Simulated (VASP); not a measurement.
```yaml
crystal:
  lattice:
    - [10.17545, 0.00000, 0.00000]
    - [0.00000, 10.17545, 0.00000]
    - [0.00000, 0.00000, 10.17545]
  atoms:
    - { symbol: Pt, position: [0.00000, 0.00000, 0.00000] }
    - { symbol: Pt, position: [0.50000, 0.50000, 0.00000] }
    - { symbol: Pt, position: [0.50000, 0.00000, 0.50000] }
    - { symbol: Pt, position: [0.00000, 0.50000, 0.50000] }
    - { symbol: I, position: [0.25000, 0.25000, 0.25000] }
    - { symbol: I, position: [0.75000, 0.75000, 0.25000] }
    - { symbol: I, position: [0.75000, 0.25000, 0.75000] }
    - { symbol: I, position: [0.25000, 0.75000, 0.75000] }
    - { symbol: I, position: [0.75000, 0.25000, 0.25000] }
    - { symbol: I, position: [0.25000, 0.75000, 0.25000] }
    - { symbol: I, position: [0.25000, 0.25000, 0.75000] }
    - { symbol: I, position: [0.75000, 0.75000, 0.75000] }
    - { symbol: Cl, position: [0.23000, 0.00000, 0.00000] }
    - { symbol: Cl, position: [0.73000, 0.50000, 0.00000] }
    - { symbol: Cl, position: [0.73000, 0.00000, 0.50000] }
    - { symbol: Cl, position: [0.23000, 0.50000, 0.50000] }
    - { symbol: Cl, position: [0.00000, 0.23000, 0.00000] }
    - { symbol: Cl, position: [0.50000, 0.73000, 0.00000] }
    - { symbol: Cl, position: [0.50000, 0.23000, 0.50000] }
    - { symbol: Cl, position: [0.00000, 0.73000, 0.50000] }
    - { symbol: Cl, position: [0.77000, 0.00000, 0.00000] }
    - { symbol: Cl, position: [0.27000, 0.50000, 0.00000] }
    - { symbol: Cl, position: [0.27000, 0.00000, 0.50000] }
    - { symbol: Cl, position: [0.77000, 0.50000, 0.50000] }
    - { symbol: Cl, position: [0.50000, 0.27000, 0.00000] }
    - { symbol: Cl, position: [0.00000, 0.77000, 0.00000] }
    - { symbol: Cl, position: [0.00000, 0.27000, 0.50000] }
    - { symbol: Cl, position: [0.50000, 0.77000, 0.50000] }
    - { symbol: Cl, position: [0.00000, 0.00000, 0.23000] }
    - { symbol: Cl, position: [0.50000, 0.50000, 0.23000] }
    - { symbol: Cl, position: [0.50000, 0.00000, 0.73000] }
    - { symbol: Cl, position: [0.00000, 0.50000, 0.73000] }
    - { symbol: Cl, position: [0.50000, 0.00000, 0.27000] }
    - { symbol: Cl, position: [0.00000, 0.50000, 0.27000] }
    - { symbol: Cl, position: [0.00000, 0.00000, 0.77000] }
    - { symbol: Cl, position: [0.50000, 0.50000, 0.77000] }
```

Space group Fm-3m; a generated structure, not necessarily the stable one.

All numbers below come from Kohn-Sham DFT of a periodic cell, PBE, VASP PAW PBE potentials, recommended in VASP 6.6.1.

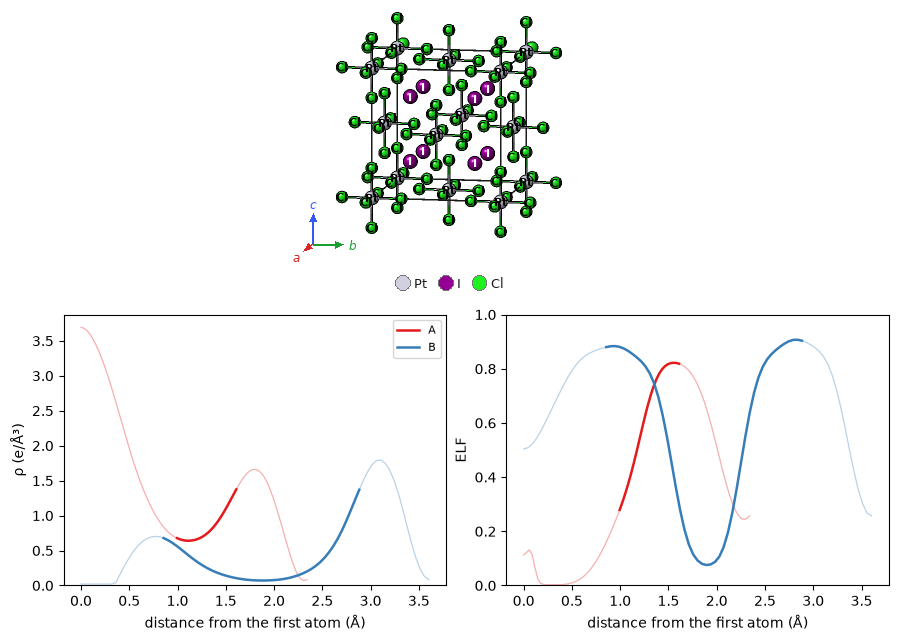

PtI$_{2}$Cl$_{6}$. Valence electron density and ELF along straight lines between neighbouring atoms. Thin, pale parts lie inside the atomic spheres. The structure is drawn too.

The density is the valence pseudo-density of a PAW calculation; it isn't the true density close to the nuclei.

**Which curve belongs to which contact (I–Cl and Pt–Cl)? The first atom named is at distance zero.**

Curve A: Pt–Cl (2.34 Å): the density is about 0.65 e/Å³ at the midpoint; the ELF peaks at about 0.80 in the valence shell of Cl, 0.8 Å from its nucleus, and is about 0.50 at the midpoint. Curve B: I–Cl (3.60 Å): the density is about 0.07 e/Å³ at the midpoint; the ELF is about 0.10 at the midpoint (no shared electron pair shows on this line).
